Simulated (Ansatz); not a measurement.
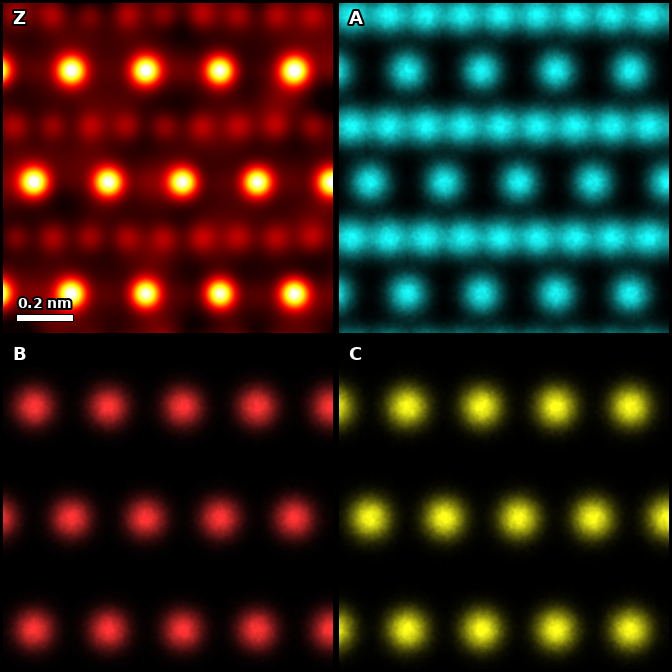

SrCl₃O (Pm-3m, No. 221) along [221]. Panel Z: Simulated incoherent Z contrast: every atom adds Z^1.7 spread by a probe of 0.87 Å full width; channelling and multiple scattering are left out. The probe carries 25 % of its weight in a tail 2.5 times as wide. The speckle of an amorphous layer was added. The other panels are simulated element maps (the number of atoms of one element along the beam, blurred by 1.1 Å, with counting noise; each on its own scale, no channelling). Structure used: coordinates from a relaxation with Ansatz 0.2.0, DFT PBE, scalar-relativistic, plane waves, PAW; the starting structure was generated, so it need not be a known form of this composition.

```cif
data_structure
_symmetry_space_group_name_H-M 'P 1'
_symmetry_Int_Tables_number 1
_cell_length_a 5.7334
_cell_length_b 5.7334
_cell_length_c 5.7334
_cell_angle_alpha 90.000
_cell_angle_beta 90.000
_cell_angle_gamma 90.000
_cell_volume 188.47
loop_
_atom_site_label
_atom_site_type_symbol
_atom_site_fract_x
_atom_site_fract_y
_atom_site_fract_z
_atom_site_occupancy
Sr1 Sr 0.00000 0.00000 0.00000 1
Cl1 Cl 0.50000 0.00000 0.00000 1
Cl2 Cl 0.00000 0.50000 0.00000 1
Cl3 Cl 0.00000 0.00000 0.50000 1
O1 O 0.50000 0.50000 0.50000 1
```

Q: Which element does each lettered map show?

A: Cl, B: O, C: Sr. The projected cell (2.70 × 4.27 Å, 108°) holds 4 columns: 2 of Cl, 1 of Sr + Cl and 1 of O. Columns shared by several elements: Sr + Cl.
